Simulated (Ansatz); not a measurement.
**Fields on a plane of Li2O (anti-fluorite)**

```xyz
3
Lattice="0.0000 2.2900 2.2900 2.2900 0.0000 2.2900 2.2900 2.2900 0.0000" Properties=species:S:1:pos:R:3 pbc="T T T"
O      0.0000     0.0000     0.0000
Li     1.1450     1.1450     1.1450
Li     3.4350     3.4350     3.4350
```

The slice is a {100} plane (indices of the conventional cell) through the point (0.750, 0.750, 0.750) (fractional), spanned by u = [100] and v = [0 1 -1] in vectors of this cell: u (3.24 Å) and v (3.24 Å, at 90° to u). It covers one period; positions are fractions (u, v).

Atoms on it: Li at (0.50, 0.50); Li at (0.00, 0.00).

Level of theory: PBEsol (plane waves to 420 eV, PAW, scalar-relativistic; Ansatz, a first-principles code). k mesh 12×12×12. Near the nuclei the fields are pseudised (PAW); where an atom keeps semicore shells as valence, they peak there. Li2O was relaxed with its symmetry unable to fall.

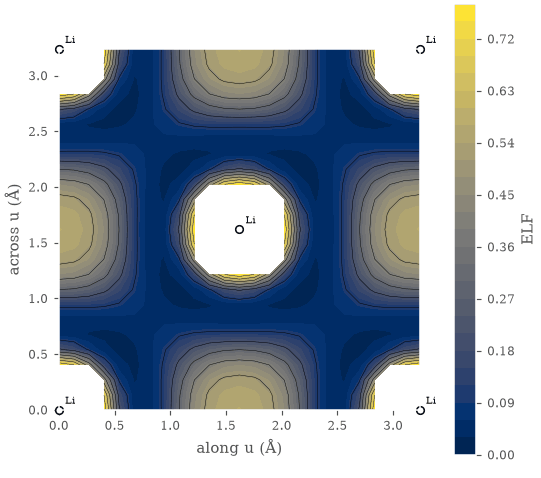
Figure. Electron localisation function (ELF), one period of the plane, atoms marked. Points within 0.4 Å of a nucleus are left white, as the pseudised field means little there.

```
|999988664411000011111111111111111100001144668899|
|888877552200000000111111111111110000000022557788|
|776655331100000000111111111111110000000011335566|
|444422110000000000000011111100000000000000112244|
|111100000000000000000000000000000000000000000011|
|000000000000000000000000000000000000000000000000|
|000000000000000000000011111100000000000000000000|
|111100000000000000112244444422110000000000000011|
|111111110000000011335566776655331100000000111111|
|111111110000000022557788888877552200000000111111|
|111111111100001144668899999988664411000011111111|
|111111111100001144778899999988774411000011111111|
|111111111100001144668899999988664411000011111111|
|111111110000000022557788888877552200000000111111|
|111111110000000011335566776655331100000000111111|
|111100000000000000112244444422110000000000000011|
|000000000000000000000011111100000000000000000000|
|000000000000000000000000000000000000000000000000|
|111100000000000000000000000000000000000000000011|
|444422110000000000000011111100000000000000112244|
|776655331100000000111111111111110000000011335566|
|888877552200000000111111111111110000000022557788|
|999988664411000011111111111111111100001144668899|
|999988774411000011111111111111111100001144778899|
```
Scale: ten equal steps from -1.07 (start of '0') to 0.98 (end of '9'), in the order '0123456789'. Values: log₁₀ of the valence density in e/Å³. The map has 24 points along u (two characters each, u = 0 at the left) and 24 along v (v = 0 in the bottom row). The scale is logarithmic, as a density can span decades between atoms and voids.
